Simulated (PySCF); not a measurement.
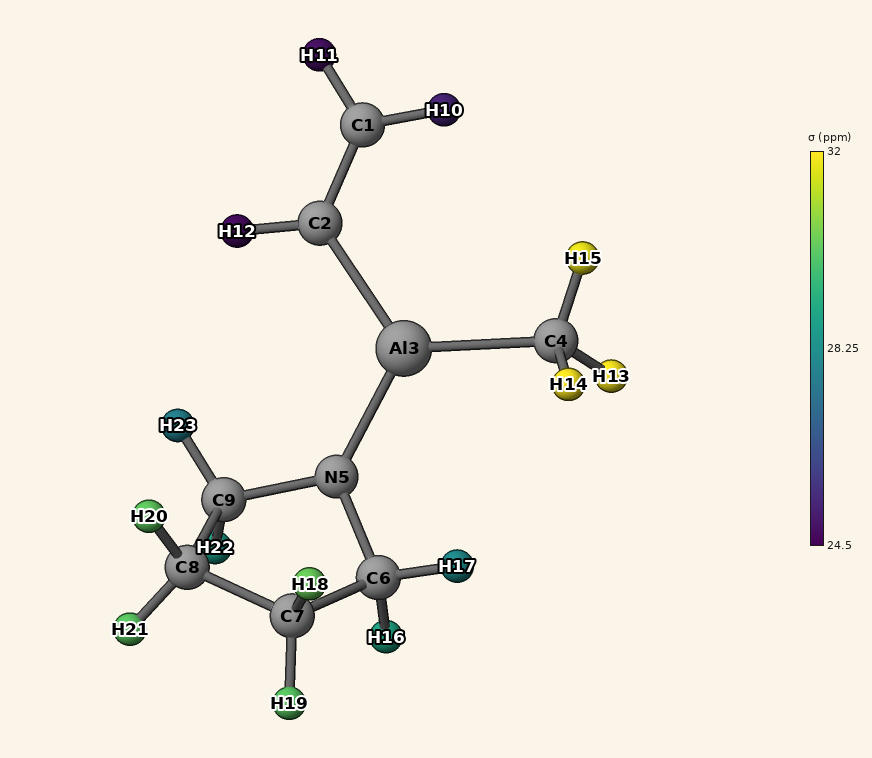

Atoms are coloured by their isotropic NMR shieldings (H only, the others grey). The computed structure is the end point of a GFN2-xTB optimisation. No frequency run is at hand to confirm it as a minimum. Properties computed with GIAO PBE0/pcSseg-1 NMR shielding, non-relativistic, gas phase (PySCF 2.14.0).

**Which H atom is the most shielded (lowest chemical shift)?**

H14 (31.96 ppm).

**Which H atom is the least shielded (highest chemical shift)?**

H12 (24.76 ppm).

**How wide is the range of H shifts?**

7.20 ppm.

Give the isotropic NMR shieldings of the H atoms atom by atom.

```json
{"atom": "H10", "σ (ppm)": "25.28"}
{"atom": "H11", "σ (ppm)": "24.84"}
{"atom": "H12", "σ (ppm)": "24.76"}
{"atom": "H13", "σ (ppm)": "31.91"}
{"atom": "H14", "σ (ppm)": "31.96"}
{"atom": "H15", "σ (ppm)": "31.77"}
{"atom": "H16", "σ (ppm)": "28.90"}
{"atom": "H17", "σ (ppm)": "28.11"}
{"atom": "H18", "σ (ppm)": "30.30"}
{"atom": "H19", "σ (ppm)": "30.07"}
{"atom": "H20", "σ (ppm)": "30.17"}
{"atom": "H21", "σ (ppm)": "30.11"}
{"atom": "H22", "σ (ppm)": "28.73"}
{"atom": "H23", "σ (ppm)": "27.79"}
```

The geometry is semi-empirical. Around Al such bond lengths and angles can be off by a tenth of an ångström or more and by several degrees, and values that hang on the shape move with them.
